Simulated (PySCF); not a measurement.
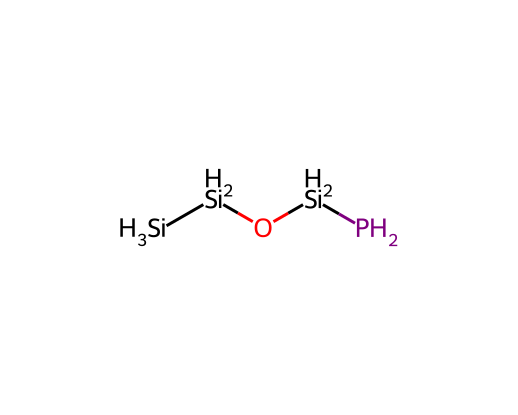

The computed structure is the end point of a GFN2-xTB optimisation. No frequency run is at hand to confirm it as a minimum. Method: ωB97X-D/def2-SVPD, gas phase (PySCF 2.14.0). Excitations: vertical, linear response.

Q: Estimate the mean static polarisability.

A: 110.7 bohr³.

Q: Give the lowest vertical singlet excitation at this level.

A: 6.23 eV.

Q: Give the brightest of the 8 lowest singlets at this level.

A: 7.35 eV.

Q: What is the HOMO energy (Kohn–Sham orbital)?

A: −9.29 eV.

The geometry is semi-empirical. Around P, Si such bond lengths and angles can be off by a tenth of an ångström or more and by several degrees, and values that hang on the shape move with them.
